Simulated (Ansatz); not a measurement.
# CH₇B₂NOSi: one species, many methods, part 2 of 2

Ansatz 0.2.0, Gaussian basis; functionals in def2-TZVPP, the program's frozen cores in correlated methods.

### Step 7. ωB97M-V (range-separated)

Input file in.yaml:

```yaml
crystal:
  periodic: [false, false, false]
  atoms:
    - {symbol: B, position_ang: [-2.602906, -0.307953, -0.415819]}
    - {symbol: Si, position_ang: [-0.909176, 0.386084, -1.113194]}
    - {symbol: B, position_ang: [0.212500, 1.507815, 0.052708]}
    - {symbol: N, position_ang: [0.536410, 0.195753, -0.089448]}
    - {symbol: C, position_ang: [1.518521, -0.761433, 0.348235]}
    - {symbol: O, position_ang: [2.464989, -0.210144, 1.205080]}
    - {symbol: H, position_ang: [-2.655263, -0.714208, 0.708570]}
    - {symbol: H, position_ang: [-3.621093, -0.232534, -1.038677]}
    - {symbol: H, position_ang: [-0.596240, 0.297220, -2.564698]}
    - {symbol: H, position_ang: [0.593201, 2.476588, 0.620923]}
    - {symbol: H, position_ang: [2.066966, -1.135117, -0.520206]}
    - {symbol: H, position_ang: [0.987715, -1.606346, 0.808310]}
    - {symbol: H, position_ang: [2.024877, 0.069374, 2.013218]}
basis:
  gaussian: {orbitals: def2-TZVPP}
hamiltonian: {xc: {name: wB97M-V}}
output: {forces: true, orbitals: {seedname: orbitals}}
```

Command:

```bash
$ ansatz run in.yaml --threads 4 --pin off --events-out ev --progress --plain --max-ram 10444MiB
```

What it wrote, shortened:

```text
Functional definition: wB97M-V
  name "wB97M-V"
  cite "Mardirossian & Head-Gordon, J. Chem. Phys. 144, 214110 (2016) doi:10.1063/1.4952647"
  cite "Becke, J. Chem. Phys. 107, 8554 (1997) doi:10.1063/1.475007"
  cite "Vydrov & Van Voorhis, J. Chem. Phys. 133, 244103 (2010) doi:10.1063/1.3521275"
  # Of w^i u^j: cxij and so on, Table III.
[...]
  gx(w, u) = 1 - cx + cx01*u + cx10*w
  gss(w, u) = css00 + css04*u^4 + css10*w + css20*w^2 + css43*w^4*u^3
  gos(w, u) = cos00 + cos10*w + (cos20 + cos21*u)*w^2 + (cos60 + cos61*u)*w^6
[...]
      + integral(e_c_pw_mod_opposite_spin*gos(b97_w_opposite, b97_u_opposite)) + vv10(b, c)
1528 factors; their error is unknown
387 factors; integrals over basis functions are off by at most 1.2e-5 eV
[...]
Atom 3 at     0.536410     0.195753    -0.089448 Å, force    -0.124408     0.052966    -0.058500 eV/Å
Atom 4 at     1.518521    -0.761433     0.348235 Å, force    -0.052679    -0.375302    -0.174355 eV/Å
Atom 5 at     2.464989    -0.210144     1.205080 Å, force     0.130461     0.140429     0.219334 eV/Å
Atom 6 at    -2.655263    -0.714208     0.708570 Å, force     0.006857     0.052120    -0.156873 eV/Å
Atom 7 at    -3.621093    -0.232534    -1.038677 Å, force     0.143332    -0.013041     0.092082 eV/Å
Atom 8 at    -0.596240     0.297220    -2.564698 Å, force    -0.048317    -0.024883     0.160830 eV/Å
Atom 9 at     0.593201     2.476588     0.620923 Å, force    -0.021653    -0.144807    -0.063802 eV/Å
Atom 10 at     2.066966    -1.135117    -0.520206 Å, force    -0.050905     0.035397     0.084284 eV/Å
Atom 11 at     0.987715    -1.606346     0.808310 Å, force     0.064154     0.083016    -0.032737 eV/Å
Atom 12 at     2.024877     0.069374     2.013218 Å, force     0.036774    -0.013558    -0.039597 eV/Å
Dipole moment:    -0.074784    -0.228823     0.150235 e Å
```

It took 7.5 s on 4 threads of INTEL XEON PLATINUM 8581C at 2.10GHz, shared host; peak memory 1.2 GiB.

With the free atoms at this level, -13867.649 eV in sum, the atomisation energy is 48.883 eV. HOMO -8.86 eV, LUMO -0.49 eV.

### Step 8. B2PLYP (double hybrid)

in.yaml, as its differences from that of step 7:

```diff
@@ -18,3 +18,2 @@
   gaussian: {orbitals: def2-TZVPP}
-hamiltonian: {xc: {name: wB97M-V}}
-output: {forces: true, orbitals: {seedname: orbitals}}
+hamiltonian: {xc: {name: B2PLYP}}
```

Same command.

What it wrote, shortened:

```text
Functional definition: B2PLYP
  name "B2PLYP"
  cite "Grimme, J. Chem. Phys. 124, 034108 (2006) doi:10.1063/1.2148954"
  cite "Becke, Phys. Rev. A 38, 3098 (1988) doi:10.1103/PhysRevA.38.3098"
  cite "Lee, Yang & Parr, Phys. Rev. B 37, 785 (1988) doi:10.1103/PhysRevB.37.785"
[...]
1758 factors; integrals over basis functions are off by at most 1.1e-3 eV
[...]
mean field -13903.04540688 eV, -510.9274948801 hartree, gradient 3.0e-6 eV, S^2 0.000000; 0 other end points of the search recorded, 0 dependent functions left out
10 core orbitals not correlated: weight in the atoms' cores, before any rotation towards them, 1.000 or more for the frozen orbitals, at most 0.000 for the correlated occupied ones
reference -13903.04561147 eV, -510.9275023988 hartree; 16, 16 occupied and 269, 269 virtual orbitals, 1758 factors
second order -30.86432259 eV of doubles, -0.00000000 eV of singles
Total energy: -13911.37897857 eV, -511.2337479912 hartree
```

Wall time 4.6 s (4 threads of INTEL XEON PLATINUM 8581C at 2.10GHz, shared host); peak memory 0.92 GiB.

With the free atoms at this level, -13863.188 eV in sum, the atomisation energy is 48.191 eV.

### Step 9. Orbital energies across the functionals

Dipoles come from the runs that computed forces. Levels, from each run's orbital file:

| functional | HOMO (eV) | LUMO (eV) | gap (eV) | dipole (D) |
| --- | --- | --- | --- | --- |
| PBE-D4 | -5.93 | -3.23 | 2.70 | 1.31 |
| r2SCAN-D4 | -6.09 | -2.99 | 3.10 | 1.29 |
| PBE0-D4 | -6.88 | -2.38 | 4.50 |  |
| B3LYP-D4 | -6.69 | -2.55 | 4.14 | 1.25 |
| ωB97X-V | -9.01 | -0.30 | 8.71 |  |
| ωB97M-V | -8.86 | -0.49 | 8.36 | 1.36 |

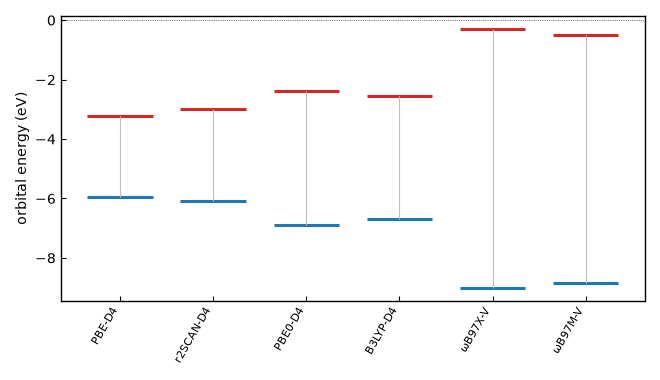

Highest occupied (blue) and lowest empty (red) level by functional.

### Step 10. CCSD(T) in def2-TZVPP

in.yaml, as its differences from that of step 8:

```diff
@@ -18,2 +18,2 @@
   gaussian: {orbitals: def2-TZVPP}
-hamiltonian: {xc: {name: B2PLYP}}
+correlation: {method: ccsd_t}
```

Same command.

What it wrote, shortened:

```text
Functional definition: HF
  name "HF"
  cite "Fock, Z. Phys. 61, 126 (1930) doi:10.1007/BF01340294"
  parent pbe
[...]
1758 factors; integrals over basis functions are off by at most 1.1e-3 eV
[...]
mean field -13867.11579911 eV, -509.6071061485 hartree, gradient 2.3e-6 eV, S^2 0.000000; 0 other end points of the search recorded, 0 dependent functions left out
10 core orbitals not correlated: weight in the atoms' cores, before any rotation towards them, 1.000 or more for the frozen orbitals, at most 0.000 for the correlated occupied ones
reference -13867.11579911 eV, -509.6071061485 hartree; 16, 16 occupied and 269, 269 virtual orbitals, 1758 factors
second order -25.26228983 eV of doubles, -0.00000000 eV of singles
cycle   1  -25.77488700 eV  change   -5.1e-1 eV  update   1.2e-1
[...]
cycle  12  -26.62066686 eV  change   -2.4e-5 eV  update   1.9e-5
perturbative correction -1.14278112 eV, -0.0419964314 hartree
Total energy: -13894.87924708 eV, -510.6273940426 hartree
```

Run time: 5.7 min. Hardware: 4 threads of INTEL XEON PLATINUM 8581C at 2.10GHz, shared host; peak memory 3.8 GiB.

### Step 11. MP2 in def2-QZVPP

in.yaml, as its differences from that of step 10:

```diff
@@ -17,3 +17,3 @@
 basis:
-  gaussian: {orbitals: def2-TZVPP}
-correlation: {method: ccsd_t}
+  gaussian: {orbitals: "def2-QZVPP.json"}
+correlation: {method: mp2}
```

Same command.

What it wrote:

```text
Functional definition: HF
  name "HF"
  cite "Fock, Z. Phys. 61, 126 (1930) doi:10.1007/BF01340294"
  parent pbe
  exchange = exact_x
  correlation = 0
3392 factors; integrals over basis functions are off by at most 1.0e-3 eV
mean field evaluation 1: about -13862.2920 eV, gradient 4.5e1 eV
mean field evaluation 2: about -13862.4685 eV, gradient 4.5e1 eV
mean field evaluation 4: about -13867.5190 eV, gradient 5.5e0 eV
mean field evaluation 8: about -13867.6345 eV, gradient 5.0e-1 eV
mean field evaluation 16: about -13867.6367 eV, gradient 2.0e-6 eV
mean field -13867.63674086 eV, -509.6262504049 hartree, gradient 2.0e-6 eV, S^2 0.000000; 0 other end points of the search recorded, 0 dependent functions left out
10 core orbitals not correlated: weight in the atoms' cores, before any rotation towards them, 1.000 or more for the frozen orbitals, at most 0.000 for the correlated occupied ones
reference -13867.63674086 eV, -509.6262504049 hartree; 16, 16 occupied and 539, 539 virtual orbitals, 3392 factors
second order -27.04720437 eV of doubles, -0.00000000 eV of singles
Total energy: -13894.68394523 eV, -510.6202168323 hartree
```

It took 21 s on 4 threads of INTEL XEON PLATINUM 8581C at 2.10GHz, shared host; peak memory 4.5 GiB.

Energy pieces by basis (eV):

```csv
basis,HF,MP2 correlation,CCSD correlation,(T),total
def2-TZVPP,-13867.1158,-25.2623,-26.6207,-1.1428,-13894.8792
def2-QZVPP,-13867.6367,-27.0472,,,-13894.6839 (MP2)
```

The report of the def2-TZVPP run gives T1 = 0.0163.

### Step 12. Extrapolating to the complete basis

No new run: Hartree-Fock is extrapolated as exp(−7.88√X) and correlation as X^−2.97, with X = 3 and 4; only MP2 was run in the larger set, so CCSD(T) minus MP2 is added from the smaller one.

```csv
level,energy at the limit (eV)
HF,-13867.7085
MP2,-13896.0779
CCSD,-13897.4362
CCSD(T),-13898.5790
```

### Step 13. All levels against the reference

Free atoms (2 B, 1 Si, 1 N, 1 C, 1 O, 7 H) were run apart at each level; the atomisation energy is their sum less the molecule, without zero-point or spin-orbit terms.

Differences are taken before rounding.

```csv
method,rung,"atoms, summed (eV)",atomisation energy (eV),from CCSD(T)/CBS (eV),time
PBE-D4,GGA,-13858.164,49.936,+1.504,2.1 s
r2SCAN-D4,meta-GGA,-13866.563,48.985,+0.553,3.1 s
PBE0-D4,hybrid,-13860.421,48.934,+0.501,2.3 s
B3LYP-D4,hybrid,-13872.221,48.840,+0.408,3.7 s
ωB97X-V,range-separated,-13867.733,48.873,+0.441,5.5 s
ωB97M-V,range-separated,-13867.649,48.883,+0.450,7.5 s
B2PLYP,double hybrid,-13863.188,48.191,-0.241,4.6 s
HF/def2-TZVPP,wavefunction,-13832.229,34.887,-13.545,
MP2/def2-TZVPP,wavefunction,-13844.356,48.022,-0.411,
CCSD/def2-TZVPP,wavefunction,-13847.429,46.307,-2.125,
CCSD(T)/def2-TZVPP,wavefunction,-13847.763,47.116,-1.316,5.7 min
MP2/CBS,wavefunction,-13846.740,49.338,+0.905,
CCSD(T)/CBS,wavefunction,-13850.147,48.432,0,6 min
```

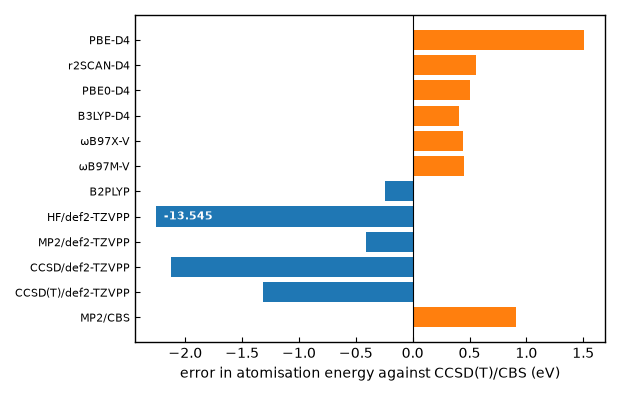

How far each level lands from CCSD(T)/CBS. Bars with a number in them are cut short.

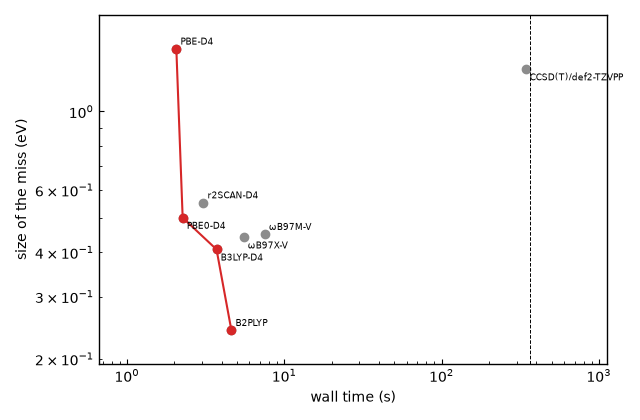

Accuracy for the time spent; red marks the levels that beat every quicker one drawn (of those quicker than the yardstick), and the dashed line is the time of CCSD(T)/CBS. Times are from a shared host.

B2PLYP carry no dispersion term (for B3LYP, D4 adds 0.450 eV).

Times are those of the molecule's run; HF, MP2 and CCSD come out of the CCSD(T) runs, and the limit's time is the sum of the runs that it needs.

### Step 14. Outcome

This closing draws on all 2 parts.

| quantity | value |
| --- | --- |
| atomisation energy, CCSD(T)/CBS | 48.432 eV |
| functionals within 0.242 eV (0.5 %) | B2PLYP |
| farthest | PBE-D4 (+1.504 eV) |
| mean size of error, hybrid | 0.454 eV |
| mean size of error, range-separated | 0.446 eV |
| gap, smallest and largest | 2.70 eV (PBE-D4), 8.71 eV (ωB97X-V) |
| T1 diagnostic | 0.0163 |
| triples share of the correlation energy | 4.1 % |

What this shows: PBE-D4 misses by +1.504 eV. Double hybrids carry the basis error of their MP2 part in triple zeta, and no dispersion term here, so their miss is partly the set-up's. The reference freezes the cores and leaves out relativity and excitations past (T), so misses under about 0.242 eV can't be ranked. Hartree-Fock recovers 72 % of the binding; the rest is correlation. Orbital gaps span 2.7 to 8.7 eV; exact exchange widens them.

For cost: B2PLYP gets within 0.241 eV in 4.6 s, where CCSD(T)/CBS took 6 min; the quickest level in the cost chart, PBE-D4, takes 2.1 s and misses by 1.504 eV.
